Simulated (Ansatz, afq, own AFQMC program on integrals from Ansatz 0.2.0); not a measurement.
# BNH₄ (triplet): AFQMC on the coupled-cluster ladder at distance B1–H4 along a hydrogen transfer = 1.272 Å, cc-pVTZ

Aim: compute BNH₄ (triplet) with auxiliary-field quantum Monte Carlo on the same integrals as coupled cluster, and set the energies side by side.

The runs use Ansatz 0.2.0, Gaussian basis, and an in-house AFQMC program (afq) on its integrals; all values are calculated; cc-pVTZ, frozen cores.

The runs, in order: PBE (unrestricted); CCSD(T) on UHF; r2SCAN (unrestricted); PBE0 (unrestricted); B3LYP (unrestricted); wB97M-V (unrestricted); B2PLYP (unrestricted); Phaseless AFQMC, CISD trial on UHF.

## Step 1: The system

The geometry derives from fragments relaxed apart (PBE0/def2-TZVP) and kept rigid, so it is no stationary point. A hydrogen atom is moved between rigid fragments.

6 atoms, charge 0, spin multiplicity 3.

Atoms are counted from 1 here; the program's logs count them from 0.

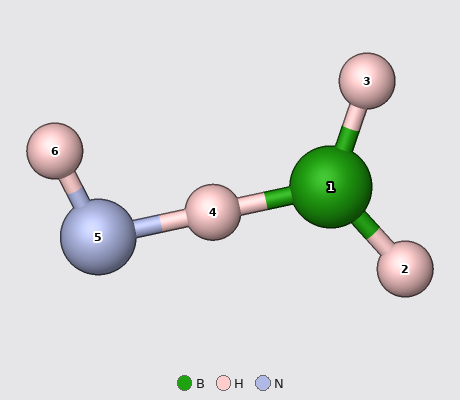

The structure; boron green, hydrogen pink, nitrogen light blue; atoms are numbered from 1 in the order of the file.

Coordinates:

```
B    -1.31743    0.03509    0.00000
H    -1.91416    1.06866    0.00000
H    -1.91416   -0.99849    0.00000
H    -0.04543    0.03509    0.00000
N     1.19057    0.03509    0.00000
H     1.45965   -0.96914    0.00000
```

## Step 2: PBE (unrestricted)

The input, in.yaml:

```yaml
crystal:
  periodic: [false, false, false]
  atoms:
    - {symbol: B, position_ang: [-1.317428, 0.035086, 0.000000]}
    - {symbol: H, position_ang: [-1.914161, 1.068657, 0.000000]}
    - {symbol: H, position_ang: [-1.914162, -0.998486, 0.000000]}
    - {symbol: H, position_ang: [-0.045428, 0.035086, 0.000000]}
    - {symbol: N, position_ang: [1.190572, 0.035086, 0.000000]}
    - {symbol: H, position_ang: [1.459654, -0.969141, 0.000000]}
basis:
  gaussian: {orbitals: cc-pVTZ}
magnetization: {spin_polarized: true, initial_magnetization: 2}
hamiltonian: {xc: {name: PBE}}
output: {orbitals: {seedname: orbitals}}
```

Launch:

```sh
> ansatz run in.yaml --threads 1 --pin off --events-out ev --progress --plain --max-ram 5632MiB --backend cpu
```

Output:

```text
Functional definition: PBE
  name "PBE"
  cite "Perdew, Burke & Ernzerhof, Phys. Rev. Lett. 77, 3865 (1996) doi:10.1103/PhysRevLett.77.3865"
  parent pbe
  parameter kappa = 0.804
  parameter beta = 0.06672455060314922
  exchange = pbe_x(kappa = kappa, mu = beta*pi^2/3)
  correlation = pbe_c(beta = beta)
627 factors; their error is unknown
mean field evaluation 1: about -2220.1703 eV, gradient 2.5e1 eV
mean field evaluation 2: about -2210.5850 eV, gradient 4.5e1 eV
mean field evaluation 4: about -2223.1397 eV, gradient 3.2e0 eV
mean field evaluation 8: about -2223.2149 eV, gradient 1.1e-1 eV
mean field evaluation 16: about -2223.1975 eV, gradient 7.2e-5 eV
mean field evaluation 32: about -2220.4101 eV, gradient 1.4e1 eV
mean field -2223.19747493 eV, -81.7010002663 hartree, gradient 1.6e-5 eV, S^2 2.005503; 4 other end points of the search recorded, 0 dependent functions left out
reference -2223.19750929 eV, -81.7010015289 hartree; 9, 7 occupied and 107, 109 virtual orbitals, 627 factors
Total energy: -2223.19750929 eV, -81.7010015289 hartree
```

It took 3 s on 1 thread of AMD EPYC 7R13 (Zen 3), shared host; peak memory 1.7 GiB.

From the report: ⟨S²⟩ of the determinant 2.006 (pure triplet: 2.00).

## Step 3: CCSD(T) on UHF

in.yaml, as its differences from that of step 2:

```diff
@@ -12,3 +12,2 @@
 magnetization: {spin_polarized: true, initial_magnetization: 2}
-hamiltonian: {xc: {name: PBE}}
-output: {orbitals: {seedname: orbitals}}
+correlation: {method: ccsd_t, electrons: outside_noble_gas, hamiltonian_folder: ham}
```

Launch:

```sh
> ansatz run in.yaml --threads 1 --pin off --events-out ev --progress --plain --max-ram 16896MiB --backend cuda --devices 0, --max-vram 18GiB
```

Output, shortened:

```text
Functional definition: HF
  name "HF"
  cite "Fock, Z. Phys. 61, 126 (1930) doi:10.1007/BF01340294"
  parent pbe
[...]
663 factors; integrals over basis functions are off by at most 1.3e-3 eV
[...]
mean field -2212.65805211 eV, -81.3136836217 hartree, gradient 1.8e-6 eV, S^2 2.032943; 3 other end points of the search recorded, 0 dependent functions left out
determinant -2212.65805211 eV, -81.3136836217 hartree, with singles and doubles -2221.35936996 eV, -81.6334511547 hartree
determinant -2210.40746773 eV, -81.2309761709 hartree, with singles and doubles -2219.52627306 eV, -81.5660860859 hartree
determinant -2209.83109808 eV, -81.2097949770 hartree, with singles and doubles -2218.66673608 eV, -81.5344986847 hartree
2 core orbitals not correlated: weight in the atoms' cores, before any rotation towards them, 1.000 or more for the frozen orbitals, at most 0.000 for the correlated occupied ones
reference -2212.65805211 eV, -81.3136836217 hartree; 7, 5 occupied and 107, 109 virtual orbitals, 663 factors
second order -7.50895651 eV of doubles, -0.00000000 eV of singles
cycle   1  -8.54287292 eV  change   -7.5e-1 eV  update   2.0e-2
[...]
cycle  10  -8.56403390 eV  change    2.2e-7 eV  update   6.7e-6
perturbative correction -0.25641592 eV, -0.0094231112 hartree
Total energy: -2221.47850193 eV, -81.6378291738 hartree
```

Run time: 4.3 s. Hardware: 1 × NVIDIA H100 80GB HBM3 with 1 thread of AMD EPYC 7R13 (Zen 3), shared host; peak host memory 1.7 GiB.

From the report: ⟨S²⟩ of the determinant 2.033 (pure triplet: 2.00); correlation -8.8204 eV; T1 0.016; largest double amplitude 0.03.

This run also writes the integrals to the folder ham.

## Step 4: r2SCAN (unrestricted)

in.yaml, as its differences from that of step 3:

```diff
@@ -12,2 +12,2 @@
 magnetization: {spin_polarized: true, initial_magnetization: 2}
-correlation: {method: ccsd_t, electrons: outside_noble_gas, hamiltonian_folder: ham}
+hamiltonian: {xc: {name: r2SCAN}}
```

Launch:

```sh
> ansatz run in.yaml --threads 1 --pin off --events-out ev --progress --plain --max-ram 5632MiB --backend cpu
```

Output:

```text
Functional definition: r2SCAN
  name "r2SCAN"
  cite "Furness, Kaplan, Ning, Perdew & Sun, J. Phys. Chem. Lett. 11, 8208 (2020) doi:10.1021/acs.jpclett.0c02405"
  cite "Furness, Kaplan, Ning, Perdew & Sun, J. Phys. Chem. Lett. 11, 9248 (2020) doi:10.1021/acs.jpclett.0c03077"
  parent r2scan
  parameter k0 = 0.174
  parameter k1 = 0.065
  parameter a1 = 4.9479
  exchange = r2scan_x(k0 = k0, k1 = k1, a1 = a1)
  correlation = r2scan_c
627 factors; their error is unknown
mean field evaluation 1: about -2222.8324 eV, gradient 2.2e1 eV
mean field evaluation 2: about -2221.6777 eV, gradient 2.7e1 eV
mean field evaluation 4: about -2225.1418 eV, gradient 1.5e0 eV
mean field evaluation 8: about -2225.1402 eV, gradient 4.5e-2 eV
mean field evaluation 16: about -2223.9414 eV, gradient 8.2e0 eV
mean field -2225.14018932 eV, -81.7723937033 hartree, gradient 4.2e-5 eV, S^2 2.010989; 1 other end points of the search recorded, 0 dependent functions left out
reference -2225.14020139 eV, -81.7723941468 hartree; 9, 7 occupied and 107, 109 virtual orbitals, 627 factors
Total energy: -2225.14020139 eV, -81.7723941468 hartree
```

It took 2.9 s on 1 thread of AMD EPYC 7R13 (Zen 3), shared host; peak memory 1.7 GiB.

From the report: ⟨S²⟩ of the determinant 2.011 (pure triplet: 2.00).

## Step 5: PBE0 (unrestricted)

in.yaml, as its differences from that of step 4:

```diff
@@ -12,2 +12,3 @@
 magnetization: {spin_polarized: true, initial_magnetization: 2}
-hamiltonian: {xc: {name: r2SCAN}}
+hamiltonian: {xc: {name: PBE0}}
+output: {orbitals: {seedname: orbitals}}
```

The command is unchanged.

Output:

```text
Functional definition: PBE0
  name "PBE0"
  cite "Adamo & Barone, J. Chem. Phys. 110, 6158 (1999) doi:10.1063/1.478522"
  cite "Perdew, Burke & Ernzerhof, Phys. Rev. Lett. 77, 3865 (1996) doi:10.1103/PhysRevLett.77.3865"
  parent pbe
  parameter a = 0.25
  parameter kappa = 0.804
  parameter beta = 0.06672455060314922
  exchange = (1 - a)*pbe_x(kappa = kappa, mu = beta*pi^2/3) + a*exact_x
  correlation = pbe_c(beta = beta)
630 factors; their error is unknown
mean field evaluation 1: about -2221.8420 eV, gradient 1.9e1 eV
mean field evaluation 2: about -2221.7333 eV, gradient 2.0e1 eV
mean field evaluation 4: about -2223.5530 eV, gradient 9.6e-1 eV
mean field evaluation 8: about -2223.5513 eV, gradient 2.3e-1 eV
mean field evaluation 16: about -2223.5515 eV, gradient 3.4e-5 eV
mean field -2223.55147278 eV, -81.7140094474 hartree, gradient 3.4e-5 eV, S^2 2.009345; 1 other end points of the search recorded, 0 dependent functions left out
reference -2223.55149812 eV, -81.7140103786 hartree; 9, 7 occupied and 107, 109 virtual orbitals, 630 factors
Total energy: -2223.55149812 eV, -81.7140103786 hartree
```

Run time: 1.8 s. Hardware: 1 thread of AMD EPYC 7R13 (Zen 3), shared host; peak memory 2 GiB.

From the report: ⟨S²⟩ of the determinant 2.009 (pure triplet: 2.00).

## Step 6: B3LYP (unrestricted)

in.yaml, as its differences from that of step 5:

```diff
@@ -12,3 +12,2 @@
 magnetization: {spin_polarized: true, initial_magnetization: 2}
-hamiltonian: {xc: {name: PBE0}}
-output: {orbitals: {seedname: orbitals}}
+hamiltonian: {xc: {name: B3LYP}}
```

Same command.

Output, shortened:

```text
Functional definition: B3LYP
  name "B3LYP"
  cite "Stephens, Devlin, Chabalowski & Frisch, J. Phys. Chem. 98, 11623 (1994) doi:10.1021/j100096a001"
  cite "Becke, Phys. Rev. A 38, 3098 (1988) doi:10.1103/PhysRevA.38.3098"
  cite "Lee, Yang & Parr, Phys. Rev. B 37, 785 (1988) doi:10.1103/PhysRevB.37.785"
  cite "Vosko, Wilk & Nusair, Can. J. Phys. 58, 1200 (1980) doi:10.1139/p80-159"
[...]
627 factors; their error is unknown
[...]
mean field -2226.85772181 eV, -81.8355118581 hartree, gradient 8.8e-5 eV, S^2 2.007918; 1 other end points of the search recorded, 0 dependent functions left out
reference -2226.85793414 eV, -81.8355196611 hartree; 9, 7 occupied and 107, 109 virtual orbitals, 627 factors
Total energy: -2226.85793414 eV, -81.8355196611 hartree
```

Run time: 1.6 s. Hardware: 1 thread of AMD EPYC 7R13 (Zen 3), shared host; peak memory 2 GiB.

From the report: ⟨S²⟩ of the determinant 2.008 (pure triplet: 2.00).

## Step 7: wB97M-V (unrestricted)

in.yaml, as its differences from that of step 6:

```diff
@@ -12,2 +12,3 @@
 magnetization: {spin_polarized: true, initial_magnetization: 2}
-hamiltonian: {xc: {name: B3LYP}}
+hamiltonian: {xc: {name: wB97M-V}}
+output: {orbitals: {seedname: orbitals}}
```

Same command.

Output, shortened:

```text
Functional definition: wB97M-V
  name "wB97M-V"
  cite "Mardirossian & Head-Gordon, J. Chem. Phys. 144, 214110 (2016) doi:10.1063/1.4952647"
  cite "Becke, J. Chem. Phys. 107, 8554 (1997) doi:10.1063/1.475007"
  cite "Vydrov & Van Voorhis, J. Chem. Phys. 133, 244103 (2010) doi:10.1063/1.3521275"
  # Of w^i u^j: cxij and so on, Table III.
[...]
  gx(w, u) = 1 - cx + cx01*u + cx10*w
  gss(w, u) = css00 + css04*u^4 + css10*w + css20*w^2 + css43*w^4*u^3
  gos(w, u) = cos00 + cos10*w + (cos20 + cos21*u)*w^2 + (cos60 + cos61*u)*w^6
[...]
      + integral(e_c_pw_mod_opposite_spin*gos(b97_w_opposite, b97_u_opposite)) + vv10(b, c)
627 factors; their error is unknown
150 factors; integrals over basis functions are off by at most 1.8e-5 eV
[...]
mean field -2224.97637299 eV, -81.7663735643 hartree, gradient 4.9e-5 eV, S^2 2.007889; 0 other end points of the search recorded, 0 dependent functions left out
reference -2224.97641382 eV, -81.7663750647 hartree; 9, 7 occupied and 107, 109 virtual orbitals, 627 factors
Total energy: -2224.97641382 eV, -81.7663750647 hartree
```

It took 4.6 s on 1 thread of AMD EPYC 7R13 (Zen 3), shared host; peak memory 2 GiB.

From the report: ⟨S²⟩ of the determinant 2.008 (pure triplet: 2.00).

## Step 8: B2PLYP (unrestricted)

in.yaml, as its differences from that of step 7:

```diff
@@ -12,3 +12,3 @@
 magnetization: {spin_polarized: true, initial_magnetization: 2}
-hamiltonian: {xc: {name: wB97M-V}}
-output: {orbitals: {seedname: orbitals}}
+hamiltonian: {xc: {name: B2PLYP}}
+correlation: {electrons: outside_noble_gas}
```

Same command.

Output, shortened:

```text
Functional definition: B2PLYP
  name "B2PLYP"
  cite "Grimme, J. Chem. Phys. 124, 034108 (2006) doi:10.1063/1.2148954"
  cite "Becke, Phys. Rev. A 38, 3098 (1988) doi:10.1103/PhysRevA.38.3098"
  cite "Lee, Yang & Parr, Phys. Rev. B 37, 785 (1988) doi:10.1103/PhysRevB.37.785"
[...]
663 factors; integrals over basis functions are off by at most 1.3e-3 eV
[...]
mean field -2221.88708297 eV, -81.6528442498 hartree, gradient 4.3e-6 eV, S^2 2.015702; 0 other end points of the search recorded, 0 dependent functions left out
2 core orbitals not correlated: weight in the atoms' cores, before any rotation towards them, 1.000 or more for the frozen orbitals, at most 0.000 for the correlated occupied ones
reference -2221.88721593 eV, -81.6528491363 hartree; 7, 5 occupied and 107, 109 virtual orbitals, 663 factors
second order -9.21753461 eV of doubles, -0.00000000 eV of singles
Total energy: -2224.37595028 eV, -81.7443084365 hartree
```

It took 2.1 s on 1 thread of AMD EPYC 7R13 (Zen 3), shared host; peak memory 2 GiB.

From the report: ⟨S²⟩ of the determinant 2.016 (pure triplet: 2.00).

## Step 9: Phaseless AFQMC, CISD trial on UHF

It reads the integrals that the CCSD(T) run on this determinant wrote.

Launch:

```sh
> afq ham --method phaseless --trial cisd --walkers 600 --populations 10 --least-time 60 --time-step 0.005 --steps-per-block 50 --equilibration-blocks 28 --max-blocks 4000 --target-error 0.00021 --factor-cut 1e-05 --start spin_pure --seed 2637 --release-times 0.24,0.51,0.99,1.62,2.4 --release-step 0.03 --release-every 3 --taylor-order 6
```

Output:

```text
orbitals 114  electrons 7 5  factors 663 of 663
reference energy -81.31368362 Eh
CCSD correlation -0.31472264 Eh in 13 cycles, weight of the determinant in the CISD state 0.8843
energy of the start -81.627008 Eh
 block  time / (1/Eh)  mean weight  energy / Eh
     1     0.250  1.0002  -81.624756
     2     0.500  1.0000  -81.629280
     3     0.750  0.9990  -81.632289
     4     1.000  1.0001  -81.635365
     5     1.250  1.0004  -81.637118
     6     1.500  1.0008  -81.637747
     7     1.750  0.9999  -81.637840
     8     2.000  0.9996  -81.641185
     9     2.250  0.9996  -81.640277
    10     2.500  1.0007  -81.638131
    13     3.250  0.9998  -81.637522
    19     4.750  0.9992  -81.636488
    25     6.250  1.0006  -81.638303
    31     7.750  0.9998  -81.639029
    37     9.250  0.9999  -81.637686
    43    10.750  0.9992  -81.638895
    49    12.250  1.0003  -81.638115
    55    13.750  1.0005  -81.640445
    61    15.250  1.0006  -81.641678
    67    16.750  0.9993  -81.637947
    73    18.250  0.9982  -81.638787
    79    19.750  1.0015  -81.640374
    85    21.250  1.0005  -81.639281
    91    22.750  0.9987  -81.637975
    97    24.250  0.9988  -81.637795
   103    25.750  1.0009  -81.640342
   109    27.250  1.0012  -81.640411
   115    28.750  0.9989  -81.640430
   121    30.250  1.0005  -81.636969
   127    31.750  0.9998  -81.637132
   133    33.250  1.0008  -81.639565
   139    34.750  0.9997  -81.640352
   145    36.250  1.0006  -81.638304
   151    37.750  1.0005  -81.638599
   157    39.250  0.9988  -81.641320
   163    40.750  1.0009  -81.639870
   169    42.250  1.0005  -81.637172
   175    43.750  0.9993  -81.637405
   181    45.250  0.9997  -81.637669
   187    46.750  1.0009  -81.637323
   193    48.250  0.9994  -81.636784
   199    49.750  0.9993  -81.637281
   205    51.250  0.9989  -81.638118
   211    52.750  0.9995  -81.639040
   217    54.250  1.0000  -81.637833
   223    55.750  1.0000  -81.638224
   229    57.250  0.9988  -81.638623
   235    58.750  0.9993  -81.640926
   241    60.250  0.9993  -81.639659
   247    61.750  1.0012  -81.638987
   253    63.250  1.0004  -81.638338
   259    64.750  1.0005  -81.640473
   265    66.250  0.9988  -81.636565
error from the spread of 10 populations
released: time / (1/Eh)  energy / Eh  error  mean overlap
  0.24  -81.638919  0.000155  1.0039
  0.51  -81.639071  0.000115  1.0008
  0.99  -81.639347  0.000167  0.9943
  1.62  -81.639227  0.000124  0.9854
  2.40  -81.639218  0.000265  0.9709
energy -81.638993 +/- 0.000200 Eh
```

Wall time 3.1 min (1 × NVIDIA H100 80GB HBM3 with 2 threads of AMD EPYC 7R13 (Zen 3), shared host); peak host memory 2 GiB.

Energy -2221.5102 ± 0.0054 eV. Caveats: constraint bias not in the error.

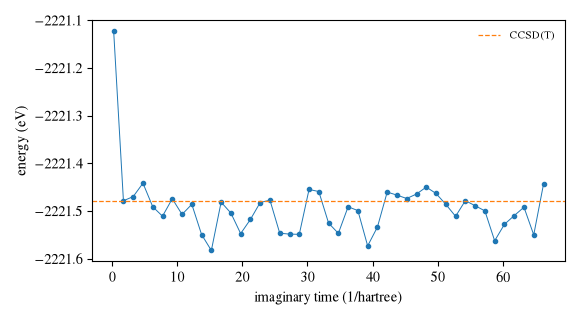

Block energies along the walk.

## Step 10: All levels side by side

On the UHF determinant, counted from CCSD(T) (a yardstick, not exact):

```csv
level,energy (eV),from CCSD(T) (kcal/mol),statistical error (kcal/mol),time
HF,-2212.6581,+203.40,,
MP2,-2220.1670,+30.24,,
CCSD,-2221.2221,+5.91,,
CCSD(T),-2221.4785,0.00,,
"Phaseless AFQMC, CISD trial, step 0.005, 600 walkers",-2221.5102,-0.73,0.13,3.1 min
```

The functionals' totals stand on their own zeros and serve differences with other points: PBE -2223.198 eV; r2SCAN -2225.140 eV; PBE0 -2223.551 eV; B3LYP -2226.858 eV; wB97M-V -2224.976 eV; B2PLYP -2224.376 eV.

## Step 11: Summary of results

| quantity | value |
| --- | --- |
| Phaseless AFQMC, CISD trial on UHF from CCSD(T) | -0.73 ± 0.13 kcal/mol |

In words: On UHF the phaseless walk with the CISD trial lies -0.73 kcal/mol from CCSD(T), 6 times its error bar. Error bars are statistical and leave out the constraint, the time step and what remains of the start.
